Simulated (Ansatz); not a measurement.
**W (Im-3m): all-electron equation of state in Python**

Where is the equilibrium volume of W (Im-3m) with all electrons, and how stiff is it? Aim: an all-electron equation of state, for W (Im-3m), run from a script.

Program: Ansatz 0.2.0 through its Python package. Level of theory: DFT PBE, all-electron LAPW. These are calculated values, not measurements.

## 1. The system

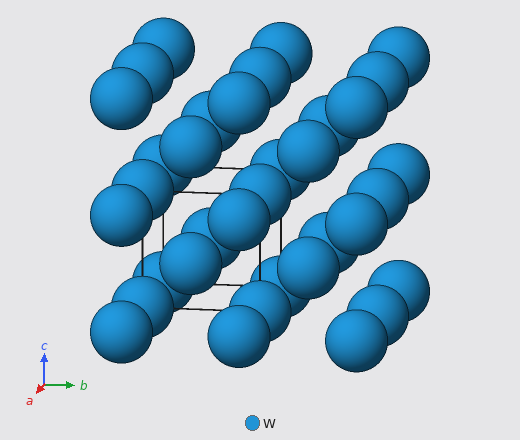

The starting structure, viewed slightly off an axis; tungsten blue. 2×2×2 cells are drawn. The cell is the conventional one. Atoms on cell faces are repeated.

No structure file is read: the coordinates are typed or built in the script.

## 2. The script

The input, run_eos_lapw.py:

```python
'''All-electron equation of state of W.'''

from dataclasses import dataclass

import ansatz as az
from ase.eos import EquationOfState
from ase.units import GPa
import numpy as np


@dataclass(frozen=True)
class RunConfig:
    sigma: float = 0.1
    kgrid: tuple[int, ...] = (12, 12, 12)


cfg = RunConfig()

VECTORS = np.array([
    [-1.582345, 1.582345, 1.582345],
    [1.582345, -1.582345, 1.582345],
    [1.582345, 1.582345, -1.582345],
])
SITES = [
    ('W', (0.0, 0.0, 0.0)),
]


def crystal_on(cell):
    crystal = az.Crystal(lattice=az.Lattice.of(cell))
    for symbol, position in SITES:
        crystal = crystal.atom(symbol, position)
    return crystal

volumes, energies = [], []
for scale in np.linspace(0.92, 1.08, 5):
    cell = VECTORS * scale ** (1 / 3)
    setup = (
        crystal_on(cell).calculation()
        .functional(az.Functional.PBE)
        .occupations(az.OccupationsMethod.COLD, width=cfg.sigma)
        .kpoints(*cfg.kgrid)
        .pseudopotentials('all_electron', lapw=True)
    )
    r = setup.run(threads=1).report
    volumes.append(abs(np.linalg.det(cell)) / len(SITES))
    energies.append(r['free_energy_ev'] / len(SITES))
    print(f'{scale:.3f} {volumes[-1]:9.4f} A^3/atom {energies[-1]:16.5f} eV/atom  (estimated basis error {1000 * r["lapw_basis_errors"]["total_ev_per_atom"]:.2f} meV/atom)')
v0, e0, bulk = EquationOfState(volumes, energies, eos='birchmurnaghan').fit()
print(f'V0 = {v0:.4f} A^3/atom, B0 = {bulk / GPa:.1f} GPa')
```

## 3. The run

The run is started by

```
$ python run_eos_lapw.py
```

Standard output:

```text
0.920   14.5798 A^3/atom    -439202.05241 eV/atom  (estimated basis error 0.06 meV/atom)
0.960   15.2137 A^3/atom    -439202.16418 eV/atom  (estimated basis error 0.06 meV/atom)
1.000   15.8476 A^3/atom    -439202.21462 eV/atom  (estimated basis error 0.06 meV/atom)
1.040   16.4815 A^3/atom    -439202.21444 eV/atom  (estimated basis error 0.06 meV/atom)
1.080   17.1154 A^3/atom    -439202.17219 eV/atom  (estimated basis error 0.06 meV/atom)
V0 = 16.1565 A^3/atom, B0 = 296.9 GPa
```

It took 48 s on 1 thread of Arm Neoverse V1, shared host; peak memory 0.42 GiB.

## 4. Run by run

The 5 runs, in the order started:

| run | volume (Å³/atom) | energy from run 3 (meV/atom) | SCF cycles | CPU time (s) |
| --- | --- | --- | --- | --- |
| 1 | 14.580 | 162.21 | 6 | 9.3 |
| 2 | 15.214 | 50.44 | 6 | 9.2 |
| 3 | 15.848 | 0.00 | 6 | 9.2 |
| 4 | 16.482 | 0.18 | 7 | 9.9 |
| 5 | 17.115 | 42.43 | 6 | 8.9 |

Energies are free energies F = E - TS of the smeared occupations. 

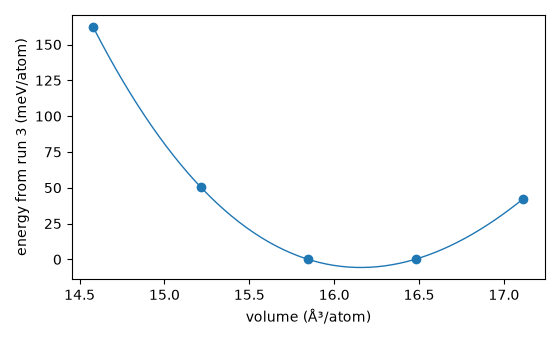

Energy against volume; the line is a third-order Birch-Murnaghan fit.

## 5. Summary of results

| quantity | value |
| --- | --- |
| runs compared | 5 |
| range of energy | 162.21 meV/atom |
| lowest point, volume (Å³/atom) | 15.848 |
| equilibrium volume (fit) | 16.16 Å³/atom |
| bulk modulus (fit) | 297 GPa |

What this shows: A third-order Birch-Murnaghan fit through the 5 points has its minimum at 16.16 Å³ an atom, 1.9 % above the typed cell, with a bulk modulus of 297 GPa and dB/dP = 3.8. From that minimum the energy rises by 167.9 meV an atom on the compressed side and 48.1 meV on the expanded side. Notes:
- All-electron totals depend on functional, relativistic treatment and basis; only differences at equal settings carry meaning.
- No spin polarisation was allowed.
- The mesh is modest for a metal, so energies can be off by several to tens of meV an atom and pressures by half a GPa or more; differences at equal mesh fare better.
- Spin-orbit coupling, which matters for elements this heavy, is left out.
